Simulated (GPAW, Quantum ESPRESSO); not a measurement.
Consider In (I4/mmm).

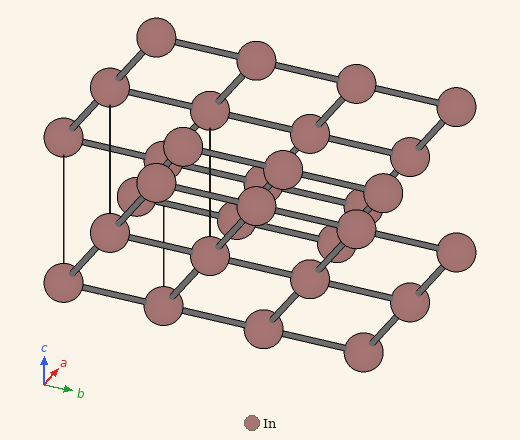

The structure (indium brown). 2×3×1 conventional cells are drawn. Some periodic images of atoms are drawn too.

```cif
data_structure
_symmetry_space_group_name_H-M 'P 1'
_symmetry_Int_Tables_number 1
_cell_length_a 3.3769
_cell_length_b 3.3769
_cell_length_c 3.3769
_cell_angle_alpha 122.453
_cell_angle_beta 122.453
_cell_angle_gamma 85.801
_cell_volume 26.14
loop_
_atom_site_label
_atom_site_type_symbol
_atom_site_fract_x
_atom_site_fract_y
_atom_site_fract_z
_atom_site_occupancy
In1 In 0.00000 0.00000 0.00000 1
```

Absorber: atom 1, with 4 In at 3.25 Å and 8 In at 3.38 Å (distorted cuboctahedral, site symmetry 4/mmm). Method: Quantum ESPRESSO XSpectra, LDA, excited-electron core hole (neutral cell), 8-atom cell with 6.5 Å between holes, 5×5×5 k points, dipole transitions, Lorentzian half width 3.96 eV (not a setting of the program: the run's 0.4 eV curve was folded afterwards with a further Lorentzian).

Predict the near-edge structure at the In K edge.

Main maxima up to 30 eV above the zero (height): 4.7 eV (1.19) and 21.8 eV (1.03). A K edge sees empty p states on the absorber. 

The In K spectrum (energy from the energy zero of the input (xe0, at the border of filled and empty states); intensity scaled to a mean of 1 over the first 20 eV; folded afterwards to Lorentzian half width 3.96 eV; the points at xe0, where the cut of filled states can leave a spike, are interpolated; polarised curves are means over the symmetry-equivalent atoms):

```
E (eV)  isotropic  ε ⊥ c  ε ∥ c
  -2.0       0.54   0.53   0.56
  -0.5       0.74   0.72   0.76
   1.0       0.94   0.93   0.97
   2.5       1.10   1.09   1.13
   4.0       1.18   1.17   1.20
   5.5       1.18   1.18   1.18
   7.0       1.13   1.13   1.11
   8.5       1.05   1.06   1.03
  10.0       0.98   0.99   0.95
  11.5       0.92   0.93   0.90
  13.0       0.88   0.88   0.88
  14.5       0.87   0.86   0.89
  16.0       0.89   0.88   0.92
  17.5       0.93   0.91   0.96
  19.0       0.98   0.96   1.00
  20.5       1.02   1.01   1.03
  22.0       1.03   1.03   1.03
  23.5       1.01   1.02   0.99
  25.0       0.97   0.99   0.93
  26.5       0.92   0.94   0.90
  28.0       0.89   0.89   0.88
  29.5       0.87   0.87   0.88
  31.0       0.87   0.87   0.88
```

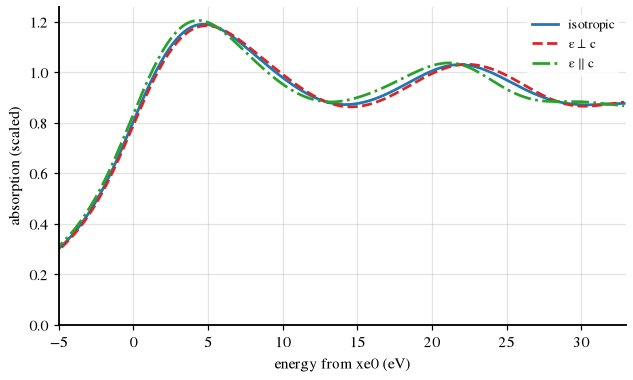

The In K edge.

Lifetime broadening is put in by hand, and intensities beyond about 20 eV depend on it and on the partial waves. The structure is a published determination, not relaxed.

[Banner, clock and machine lines of the logs are left out without a mark of their own.]

[Logs are printed without paths, hosts, clocks, repeated set-up lines and the standing remarks that a program may print on its own settings, such as how far it seeks lower states.]

[Hosts, paths, dates, database ids (printed as entryN), source tags and the programs' standing remarks are cut or masked in the printed files.]

[Lists of maxima count a maximum above −3 eV only where it reaches 4 % of the highest in the window and stands out from its surroundings by 2 % of it (1.5 % where it reaches 55 %); shoulders and weaker maxima are passed over, and of the rest the first, up to two pre-edge ones and the few strongest are named.]
